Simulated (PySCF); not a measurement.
## A study: C$_{2}$H$_{8}$OSSi, SMILES `O[SiH2]CCS`

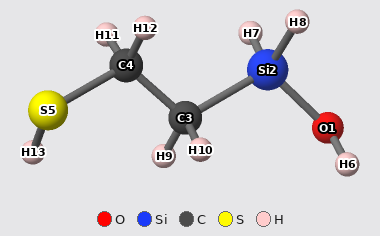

The molecule, with its atoms numbered as below. No frequency check shows the geometry to be a minimum.

Coordinates in Å:

```
O1      -2.9434    0.6569   -0.0498
Si2     -1.7550   -0.4496   -0.0089
C3      -0.0432    0.3940    0.0166
C4       1.0889   -0.6074   -0.0254
S5       2.7423    0.1813    0.0692
H6      -3.0229    1.3563    0.5931
H7      -1.9825   -1.1651   -1.2560
H8      -1.8686   -1.2995    1.1790
H9       0.0464    1.0714   -0.8369
H10      0.0675    1.0099    0.9129
H11      1.0626   -1.2078   -0.9342
H12      1.0603   -1.2737    0.8355
H13      2.6033    0.9279   -1.0252
```

### 1. Bonding charge

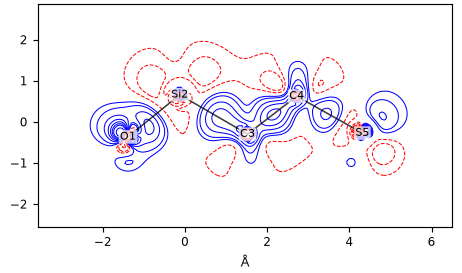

Deformation density (molecule less spherical, spin-averaged free atoms) in the plane of O1, Si2, C3, C4 and S5; contours at ±0.05 to ±0.8 e/Å³; solid blue lines: gain, dashed red lines: loss.

Level of theory: PBE0/def2-SVP (PySCF), at a geometry from GFN2-xTB.

How much density has each bond in this plane gained at its critical point, relative to the free atoms?

Answer. C3–C4: +0.44 e/Å³ at the bond critical point (bond length 1.51 Å, Mayer order 1.0). C4–S5: +0.23 e/Å³ at the bond critical point (bond length 1.83 Å, Mayer order 1.0). Si2–C3: +0.15 e/Å³ at the bond critical point (bond length 1.91 Å, Mayer order 0.9). O1–Si2: +0.03 e/Å³ at the bond critical point (bond length 1.62 Å, Mayer order 1.2); up to 0.6 Å beside the axis the gain reaches +0.32 e/Å³. In all, 3.0 electrons gather in the regions of gain relative to the promolecule. A small or negative value marks a very polar bond, one between electron-rich atoms, whose free-atom densities already overlap strongly, a long bond to a heavier atom, or a closed-shell contact such as a hydrogen bond.

### 2. Electrostatic potential

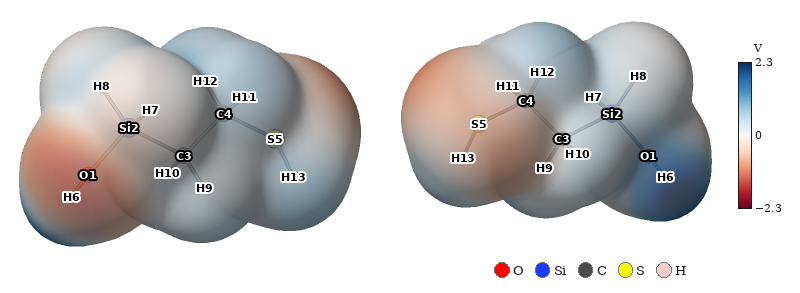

Electrostatic potential on the surface of electron density 0.001 a.u. (back view left, front view right).

Where are the extremes of the potential on the surface?

Answer. Highest: 2.23 V, 1.2 Å from H6. Further maxima include 0.96 V, 1.3 Å from H13; 0.93 V, near H8 (1.99 Å), H7 (2.10 Å), Si2 (2.11 Å), H12 (2.13 Å) and H11 (2.15 Å). Lowest: −1.25 V, 1.8 Å from O1. Further minima include −0.99 V, 2.2 Å from S5; −0.93 V, 2.2 Å from S5. The surface is sampled at points, so like sites can differ by a few per cent and only the strongest of them is named.

### 3. Excited states

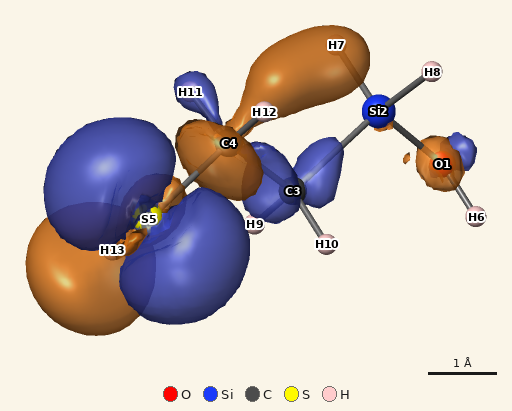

Unrelaxed difference density of S₂ less the ground state (full linear response singlet states), ±0.02 e/Å³; orange: gain, blue: loss.

Computed with PySCF, BHandHLYP/cc-pVDZ, geometry: GFN2-xTB. Without diffuse functions Rydberg states are missing, so the states' numbers hold for this basis only.

How does the charge move on excitation?

Answer. 0.75 e is displaced in all, of which about 0.5 e passes between atoms: S5 (0.46 e) loses electrons and H13 (0.18 e) and Si2 (0.11 e) gain them. The state: 6.99 eV (177 nm), f = 0.008, partly diffuse acceptor orbital, which a basis without diffuse functions describes poorly; the leading pair carries 97 %; hole on S5 (77 %) and C3 and C4 (5 % each), electron on S5 (30 %), H13 (22 %) and Si2 (14 %) (atom shares of so diffuse an orbital are rough); their centroids lie 1.1 Å apart.
